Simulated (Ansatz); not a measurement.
Start from Ga₂O₃ in the corundum structure (space group R-3c, No. 167; a = 5.0003 Å, c = 13.4488 Å (hexagonal axes)). Axes: x lies along a and z along c of the hexagonal cell.

Now apply this change: the cell is stretched by 2.25 % along z with no lateral relaxation, atoms relaxed at fixed cell.

The values are results of PBEsol (Ansatz, a program for electronic structure, PAW, without spin-orbit coupling), not measurements.

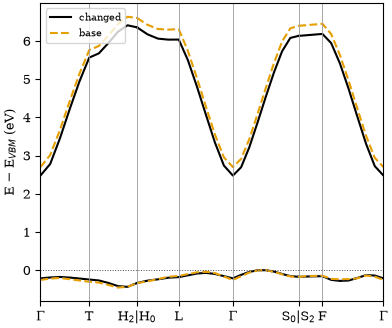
Fig. 1. Highest valence and lowest conduction band along the path, each from its own valence-band maximum

### Question
From the figure, how large is the changed gap, and is it direct?

### Answer
About 2.5 eV, indirect, Γ–S₀ (50 % along) → Γ.

The cells carry an imposed strain or load. Stability against distortions was not tested.
